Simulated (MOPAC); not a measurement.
**Ge$_{2}$H$_{4}$Cl$_{2}$: frequency calculation (part 2 of 2)**

Ge$_{2}$H$_{4}$Cl$_{2}$, SMILES [Cl][GeH]([Cl])[GeH3]; PM6-D3, closed shell, dispersion D3 (MOPAC 23.2.5). The geometry was optimised with PM6-D3.

Log, continued:
```
           1    0.0443    0.1239   -0.1373   -0.0017    0.0048   -0.0060   -0.0005   -0.0006
           2    0.0086   -0.0033    0.0340   -0.0002    0.0006    0.0011    0.0002    0.0001
           3    0.0230    0.0456   -0.0508   -0.0098   -0.0002    0.0001    0.0001    0.0002
           4   -0.1297    0.0112   -0.0068    0.0068    0.0057   -0.0065   -0.0015   -0.0016
           5   -0.0979   -0.0148   -0.0051   -0.0090   -0.0075   -0.0049    0.0019   -0.0012
           6    0.0000   -0.0752    0.0000   -0.0362    0.0077    0.0000   -0.0027    0.0000
           7    0.0204   -0.0309   -0.0050    0.0006   -0.0019   -0.0006   -0.0000   -0.0001
           8    0.0402   -0.1201   -0.1414    0.0016   -0.0045   -0.0061    0.0005   -0.0006
           9   -0.0229    0.0456    0.0508   -0.0099   -0.0002   -0.0001    0.0001   -0.0002
          10    0.1615   -0.0180    0.0210    0.0450    0.0553   -0.0862   -0.0642   -0.1003
          11    0.1218    0.0238    0.0159   -0.0597   -0.0733   -0.0650    0.0851   -0.0757
          12   -0.0000   -0.0809    0.0000   -0.1028    0.0541   -0.0000   -0.0650   -0.0000
          13   -0.0426   -0.4931    0.7780    0.0880   -0.0164    0.0158    0.0046    0.0003
          14   -0.0321    0.6537    0.5869   -0.1166    0.0217    0.0119   -0.0061    0.0002
          15    0.0000    0.4792   -0.0000   -0.0791    0.0162   -0.0000    0.0082   -0.0000
          16    0.0111   -0.0011    0.0012   -0.0202   -0.0491    0.0066    0.3871    0.7006
          17   -0.4088    0.0125   -0.0307    0.2628    0.6440    0.2130    0.0536    0.0129
          18   -0.5029    0.1592   -0.0242    0.4912   -0.1487   -0.4110   -0.0274   -0.0069
          19   -0.3900   -0.0117   -0.0292   -0.2471   -0.6057    0.2066   -0.1578    0.2048
          20    0.1229    0.0045    0.0096    0.0916    0.2241   -0.0521   -0.3576    0.6701
          21    0.5029    0.1593    0.0242    0.4912   -0.1487    0.4110   -0.0274    0.0069
          22   -0.2320    0.0115   -0.0268   -0.2543    0.1367    0.5970    0.3263   -0.0363
          23   -0.1750   -0.0152   -0.0202    0.3371   -0.1812    0.4503   -0.4325   -0.0274
          24    0.0000   -0.0133    0.0000    0.3937   -0.2399   -0.0000    0.6195    0.0000

   Root No.      17        18

                10 A'     11 A'

                2327.5    2351.4

           1   -0.0054   -0.0008
           2    0.0009    0.0002
           3   -0.0027   -0.0003
           4   -0.0319   -0.0074
           5    0.0422    0.0099
           6   -0.0930   -0.0114
           7    0.0007   -0.0000
           8    0.0054    0.0009
           9   -0.0027   -0.0003
          10    0.0032   -0.0162
          11   -0.0042    0.0215
          12   -0.0083    0.0396
          13    0.2998    0.0517
          14   -0.3974   -0.0685
          15    0.8426    0.1512
          16   -0.1063    0.5756
          17   -0.0091    0.0379
          18   -0.0049    0.0062
          19    0.0380   -0.1945
          20    0.0997   -0.5430
          21   -0.0049    0.0062
          22    0.0397   -0.2274
          23   -0.0526    0.3015
          24    0.0584   -0.3988

          DESCRIPTION OF VIBRATIONS

 VIBRATION          1    1A"         ATOM PAIR     ENERGY CONTRIBUTION    RADIAL
 FREQUENCY           -16.03         Ge4 -- H 8         +33.3% (-99.9%)      0.0%
 TRANSITION DIPOLE   0.0094         Ge4 -- H 7         +33.3% (-99.9%)      0.0%
 TRAVEL (Ang.)       0.0000         Ge4 -- H 6         +33.3% (-99.9%)      0.0%
 REDUCED MASS        0.3291
 EFFECTIVE MASS     14.9856
 FORCE CONSTANT     -0.0000

 VIBRATION          2    2A"         ATOM PAIR     ENERGY CONTRIBUTION    RADIAL
 FREQUENCY            89.75         Ge2 -- Ge4         +28.6% (200.9%)      0.0%
 TRANSITION DIPOLE   0.3253         Ge4 -- H 8         +18.2% (159.9%)      0.0%
 TRAVEL (Ang.)       0.2572         Ge4 -- H 6         +14.3% (141.9%)     77.3%
 REDUCED MASS       11.3528         Ge4 -- H 7         +14.3% (141.9%)     77.2%
 EFFECTIVE MASS    217.1412
 FORCE CONSTANT      0.0539

 VIBRATION          3    1A'         ATOM PAIR     ENERGY CONTRIBUTION    RADIAL
 FREQUENCY           107.64         Ge2 -- Ge4         +21.2% (133.7%)      0.8%
 TRANSITION DIPOLE   0.8157         Ge4 -- H 8         +15.9% (115.6%)     15.1%
 TRAVEL (Ang.)       0.2339         Ge2 -- Cl3         +15.6% (114.7%)      0.0%
 REDUCED MASS       11.4529         Cl1 -- Ge2         +15.6% (114.7%)      0.0%
 EFFECTIVE MASS    140.0315         Ge4 -- H 7         +12.6% (103.0%)     25.4%
 FORCE CONSTANT      0.0782         Ge4 -- H 6         +12.6% (103.0%)     25.4%

 VIBRATION          4    2A'         ATOM PAIR     ENERGY CONTRIBUTION    RADIAL
 FREQUENCY           127.17         Ge2 -- Ge4         +28.4% (144.5%)      0.0%
 TRANSITION DIPOLE   0.8222         Ge2 -- Cl3         +26.6% (139.9%)      0.9%
 TRAVEL (Ang.)       0.1830         Cl1 -- Ge2         +26.6% (139.9%)      0.9%
 REDUCED MASS       15.8311         Ge2 -- H 5         +10.7% ( 88.8%)     78.1%
 EFFECTIVE MASS    130.2468
 FORCE CONSTANT      0.1508

 VIBRATION          5    3A'         ATOM PAIR     ENERGY CONTRIBUTION    RADIAL
 FREQUENCY           278.23         Ge2 -- Ge4         +34.9% (108.9%)     99.2%
 TRANSITION DIPOLE   1.0832         Cl1 -- Ge2         +12.5% ( 65.0%)      0.1%
 TRAVEL (Ang.)       0.0872         Ge2 -- Cl3         +12.5% ( 65.0%)      0.1%
 REDUCED MASS       31.8856         Ge4 -- H 8         +11.1% ( 61.2%)      7.6%
 EFFECTIVE MASS     82.7914         Ge4 -- H 7         +10.6% ( 59.9%)      8.7%
 FORCE CONSTANT      1.4543         Ge4 -- H 6         +10.6% ( 59.9%)      8.7%

 VIBRATION          6    3A"         ATOM PAIR     ENERGY CONTRIBUTION    RADIAL
 FREQUENCY           375.08         Ge2 -- Cl3         +36.7% ( 76.8%)     89.2%
 TRANSITION DIPOLE   3.2392         Cl1 -- Ge2         +36.7% ( 76.8%)     89.2%
 TRAVEL (Ang.)       0.1075         Ge2 -- H 5         +14.4% ( 48.0%)      0.0%
 REDUCED MASS       15.5450         Ge2 -- Ge4          +9.0% ( 38.0%)      0.0%
 EFFECTIVE MASS     47.1612
 FORCE CONSTANT      1.2885

 VIBRATION          7    4A'         ATOM PAIR     ENERGY CONTRIBUTION    RADIAL
 FREQUENCY           375.45         Cl1 -- Ge2         +37.9% ( 73.9%)     81.1%
 TRANSITION DIPOLE   2.8007         Ge2 -- Cl3         +37.9% ( 73.9%)     81.1%
 TRAVEL (Ang.)       0.1136         Ge2 -- H 5         +12.8% ( 43.0%)      6.6%
 REDUCED MASS       13.9284         Ge2 -- Ge4          +9.0% ( 36.1%)     50.5%
 EFFECTIVE MASS     44.9806
 FORCE CONSTANT      1.1568

 VIBRATION          8    5A'         ATOM PAIR     ENERGY CONTRIBUTION    RADIAL
 FREQUENCY           468.58         Ge4 -- H 8         +52.1% ( 94.2%)      5.3%
 TRANSITION DIPOLE   0.3862         Ge4 -- H 7         +21.0% ( 59.8%)      2.7%
 TRAVEL (Ang.)       0.5394         Ge4 -- H 6         +21.0% ( 59.8%)      2.6%
 REDUCED MASS        0.4947         Ge2 -- H 5          +2.5% ( 20.5%)     71.0%
 EFFECTIVE MASS      3.9335
 FORCE CONSTANT      0.0640

 VIBRATION          9    4A"         ATOM PAIR     ENERGY CONTRIBUTION    RADIAL
 FREQUENCY           471.24         Ge4 -- H 6         +42.6% ( 84.4%)      5.2%
 TRANSITION DIPOLE   0.4333         Ge4 -- H 7         +42.6% ( 84.4%)      5.2%
 TRAVEL (Ang.)       0.5169         Ge4 -- H 8         +11.2% ( 43.4%)      0.0%
 REDUCED MASS        0.5356         Ge2 -- Ge4          +1.6% ( 16.2%)      0.0%
 EFFECTIVE MASS      3.8128
 FORCE CONSTANT      0.0701

 VIBRATION         10    6A'         ATOM PAIR     ENERGY CONTRIBUTION    RADIAL
 FREQUENCY           603.64         Ge2 -- H 5         +92.2% ( 93.9%)      0.4%
 TRANSITION DIPOLE   0.5955         Ge4 -- H 7          +3.1% ( 17.1%)      0.3%
 TRAVEL (Ang.)       0.3634         Ge4 -- H 6          +3.1% ( 17.1%)      0.3%
 REDUCED MASS        0.8461         Cl1 -- Ge2          +0.6% (  7.5%)     46.3%
 EFFECTIVE MASS      1.9007
 FORCE CONSTANT      0.1816

 VIBRATION         11    5A"         ATOM PAIR     ENERGY CONTRIBUTION    RADIAL
 FREQUENCY           635.09         Ge2 -- H 5         +98.4% ( 95.5%)      0.0%
 TRANSITION DIPOLE   0.2609         Cl1 -- Ge2          +0.5% (  7.0%)     80.6%
 TRAVEL (Ang.)       0.3351         Ge2 -- Cl3          +0.5% (  7.0%)     80.6%
 REDUCED MASS        0.9456         Ge4 -- H 7          +0.2% (  4.0%)     15.1%
 EFFECTIVE MASS      1.7035
 FORCE CONSTANT      0.2247

 VIBRATION         12    7A'         ATOM PAIR     ENERGY CONTRIBUTION    RADIAL
 FREQUENCY           729.41         Ge4 -- H 8         +34.1% ( 49.1%)      0.3%
 TRANSITION DIPOLE   0.2178         Ge4 -- H 7         +31.5% ( 47.2%)      0.7%
 TRAVEL (Ang.)       0.5322         Ge4 -- H 6         +31.5% ( 47.2%)      0.7%
 REDUCED MASS        0.3264         Ge2 -- H 5          +2.6% ( 13.6%)      4.6%
 EFFECTIVE MASS      1.3655
 FORCE CONSTANT      0.1023

 VIBRATION         13    8A'         ATOM PAIR     ENERGY CONTRIBUTION    RADIAL
 FREQUENCY           803.51         Ge4 -- H 6         +44.0% ( 52.4%)      0.7%
 TRANSITION DIPOLE   0.3100         Ge4 -- H 7         +44.0% ( 52.4%)      0.7%
 TRAVEL (Ang.)       0.4523         Ge4 -- H 8         +11.7% ( 27.0%)     16.0%
 REDUCED MASS        0.4102         Ge2 -- Ge4          +0.3% (  4.1%)      0.1%
 EFFECTIVE MASS      1.2780
 FORCE CONSTANT      0.1560

 VIBRATION         14    6A"         ATOM PAIR     ENERGY CONTRIBUTION    RADIAL
 FREQUENCY           807.83         Ge4 -- H 8         +56.1% ( 59.1%)      0.0%
 TRANSITION DIPOLE   0.3160         Ge4 -- H 6         +21.8% ( 36.8%)      5.1%
 TRAVEL (Ang.)       0.4471         Ge4 -- H 7         +21.8% ( 36.8%)      5.1%
 REDUCED MASS        0.4176         Ge2 -- Ge4          +0.3% (  4.2%)      0.0%
 EFFECTIVE MASS      1.2848
 FORCE CONSTANT      0.1606

 VIBRATION         15    9A'         ATOM PAIR     ENERGY CONTRIBUTION    RADIAL
 FREQUENCY          2249.30         Ge4 -- H 8         +68.8% ( 84.2%)     99.9%
 TRANSITION DIPOLE   0.7201         Ge4 -- H 6         +15.6% ( 40.0%)     97.5%
 TRAVEL (Ang.)       0.2384         Ge4 -- H 7         +15.6% ( 40.0%)     97.6%
 REDUCED MASS        0.5274
 EFFECTIVE MASS      1.2601
 FORCE CONSTANT      1.5722

 VIBRATION         16    7A"         ATOM PAIR     ENERGY CONTRIBUTION    RADIAL
 FREQUENCY          2255.16         Ge4 -- H 7         +50.0% ( 71.7%)     99.7%
 TRANSITION DIPOLE   0.6380         Ge4 -- H 6         +50.0% ( 71.7%)     99.7%
 TRAVEL (Ang.)       0.2435
 REDUCED MASS        0.5042
 EFFECTIVE MASS      1.2637
 FORCE CONSTANT      1.5108

 VIBRATION         17   10A'         ATOM PAIR     ENERGY CONTRIBUTION    RADIAL
 FREQUENCY          2327.46         Ge2 -- H 5         +97.0% ( 98.5%)    100.0%
 TRANSITION DIPOLE   0.2416         Ge4 -- H 6          +1.1% ( 10.4%)    100.0%
 TRAVEL (Ang.)       0.1761         Ge4 -- H 7          +1.1% ( 10.4%)    100.0%
 REDUCED MASS        0.9345         Ge4 -- H 8          +0.7% (  8.6%)    100.0%
 EFFECTIVE MASS      1.1934
 FORCE CONSTANT      2.9825

 VIBRATION         18   11A'         ATOM PAIR     ENERGY CONTRIBUTION    RADIAL
 FREQUENCY          2351.42         Ge4 -- H 6         +33.4% ( 55.9%)     99.8%
 TRANSITION DIPOLE   0.2995         Ge4 -- H 7         +33.4% ( 55.9%)     99.8%
 TRAVEL (Ang.)       0.3011         Ge4 -- H 8         +30.0% ( 53.0%)     99.7%
 REDUCED MASS        0.3163         Ge2 -- H 5          +3.2% ( 17.3%)    100.0%
 EFFECTIVE MASS      1.0486
 FORCE CONSTANT      1.0303

      SYMMETRY NUMBER FOR POINT-GROUP Cs  =  1

          SYSTEM IS A GROUND STATE

 [Cl][GeH]([Cl])[GeH3]

          MOLECULE IS NOT LINEAR

          THERE ARE 18 GENUINE VIBRATIONS IN THIS SYSTEM
          THIS THERMODYNAMICS CALCULATION IS LIMITED TO
          MOLECULES WHICH HAVE NO INTERNAL ROTATIONS

                    CALCULATED THERMODYNAMIC PROPERTIES
                                          *
   TEMP. (K)   PARTITION FUNCTION   H.O.F.    ENTHALPY  HEAT CAPACITY ENTROPY
                                   KCAL/MOL   CAL/MOLE    CAL/K/MOL  CAL/K/MOL

 298.00  VIB.     0.5882D+03                  3280.8669    19.2538    23.6823
         ROT.     0.6769D+06                   888.2803     2.9808    29.6596
         INT.     0.3982D+09                  4169.1472    22.2346    53.3419
         TRA.     0.3157D+28                  1480.4672     4.9680    42.0676
         TOT.                      -44.901    5649.6144    27.2026    95.4096

 298.00  VIB.     0.5882D+03                  3280.8669    19.2538    23.6823
         ROT.     0.6769D+06                   888.2803     2.9808    29.6596
         INT.     0.3982D+09                  4169.1472    22.2346    53.3419
         TRA.     0.3157D+28                  1480.4672     4.9680    42.0676
         TOT.                      -44.901    5649.6144    27.2026    95.4096

 398.00  VIB.     0.3494D+04                  5367.1633    22.2517    29.6983
         ROT.     0.1045D+07                  1186.3609     2.9808    30.5222
         INT.     0.3650D+10                  6553.5242    25.2325    60.2205
         TRA.     0.4873D+28                  1977.2682     4.9680    43.5052
         TOT.                      -42.020    8530.7924    30.2005   103.7256

   *: NOTE: HEATS OF FORMATION ARE RELATIVE TO THE
            ELEMENTS IN THEIR STANDARD STATE AT 298K
              (=  Standard Enthalpy of Formation).

            Hvib:  Zero-point energy is not included.
                   frequencies of less than zero cm-1 are not included.
            Hrot = (3/2)RT
            Htra = (3/2)RT + pV = (5/2)RT

            Heat capacity is Cp, not Cv

           FORCE CONSTANT IN CARTESIAN COORDINATES (Millidynes/A)

    ATOM   CHEMICAL       X               Y               Z
   NUMBER   SYMBOL  FORCE CONSTANT  FORCE CONSTANT  FORCE CONSTANT

      1      Cl        2.256362        0.128554        0.137573
      2      Ge        2.594136        2.702115        3.700875
      3      Cl        0.274836        2.110078        0.137574
      4      Ge        4.084936        3.963711        3.047738
      5       H        0.501135        0.706317        2.412477
      6       H        3.058016        0.235598        0.217149
      7       H        0.527833        2.765784        0.217146
      8       H        0.685718        1.027322        1.787223

 *                    *
 * JOB ENDED NORMALLY *
 *                    *

 TOTAL JOB TIME:             0.09 SECONDS

 == MOPAC DONE ==
```

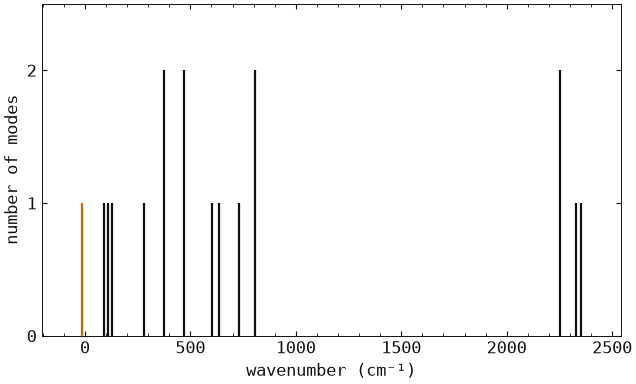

*Harmonic vibrational wavenumbers from the force constants; neighbouring modes closer than 11 cm⁻¹ are counted in one stick, and imaginary ones are drawn at negative wavenumbers.*

18 modes from 16i to 2351 cm⁻¹, 1 imaginary beyond 8i (16i cm⁻¹): not a clean minimum; so soft a mode can be a shallow saddle, an incomplete relaxation or noise of the force constants.

This output came from the following input.

The input (run.mop):
```
PM6-D3 THERMO(298,398,100) FORCE AUX(PRECISION=9) THREADS=1

[Cl][GeH]([Cl])[GeH3]
Cl 1.190240 1 -2.305840 1 -0.785638 1
Ge 1.056788 1 -0.420118 1 0.253118 1
Cl 0.972550 1 -0.905437 1 2.353149 1
Ge -1.081436 1 0.651599 1 -0.373400 1
H 2.337918 1 0.321136 1 0.011248 1
H -1.202688 1 1.945077 1 0.430124 1
H -1.042021 1 0.916686 1 -1.877266 1
H -2.201245 1 -0.326974 1 -0.015216 1
```

Run as:
```bash
mopac run.mop
```

Summary:

| quantity | value |
| --- | --- |
| outcome | converged |
| heat of formation | −44.90 kcal/mol |
| basis functions | 30 |
| zero-point energy | 0.034300 hartree |
| wavenumbers, lowest and highest | 16i and 2351 cm⁻¹ |
| hardware | 1 thread of Intel Xeon (Granite Rapids), 192 GiB of memory available, shared host |
| peak memory | 0.089 GiB |

MOPAC's energies along a path are heats of formation.
